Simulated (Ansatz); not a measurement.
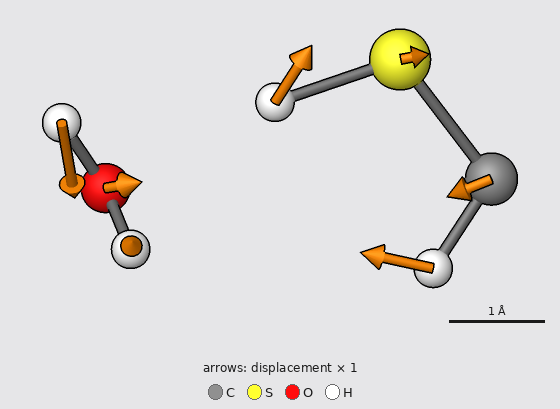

A relaxation of CH4OS. The starting structure is drawn; orange arrows show the displacements, at their true length. The two geometries are superimposed by the best rigid fit.

The picture is a ball-and-stick view, seen at a tilt.

It is one of the separated reactants of a reaction.

Theory: RKS PBE0-D4/def2-TZVP in Ansatz. (force threshold 0.005 eV/Å; at most 200 steps)

Question: What did the optimiser do to the structure, and how much energy did it gain?

Answer: An H atom moves most after the best rigid fit: 1.20 Å. Largest moves by element: H 1.20 Å, C 0.52 Å, O 0.47 Å, S 0.32 Å. Among the contacts that change: H–S 1.417 → 1.374 Å, C–S 1.657 → 1.629 Å, C–H 1.123 → 1.100 Å, H–O 0.977 → 0.960 Å. Bond angles that change, for instance: H–O–H 102.8° → 105.5°, C–S–H 110.7° → 108.1°. After 26 accepted moves (32 points after the start) the energy has fallen by 0.102 eV. Largest force component: 0.87 eV/Å at the start, 0.0014 eV/Å at the end. The line search rejected the trial steps at points 1, 6, 8, 15, 18, 31 of the run.
